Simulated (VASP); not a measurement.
Band structure of MoSi2 (MoSi2 type). Computed with PBE GGA with D3 dispersion (Becke-Johnson damping), VASP's PBE PAW potentials (set 64) (plane waves; VASP).

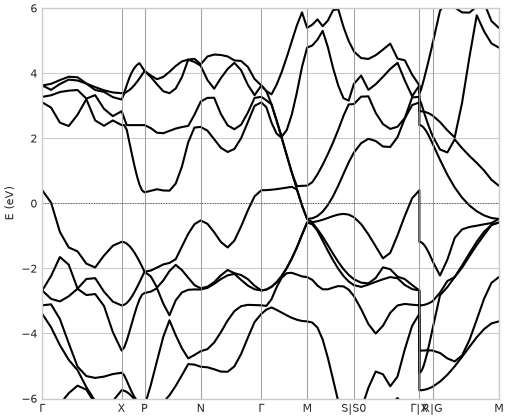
*Bands along high-symmetry lines, zero at the valence-band maximum or, without a gap, the Fermi level*

Question: Read the plot: is there a gap, and where are the band edges?

Answer: It has no gap at this level: it comes out as a metal or semimetal. (Edges off the drawn lines would not show.)

The compound is MoSi2 in the MoSi2 type structure. It was relaxed first.
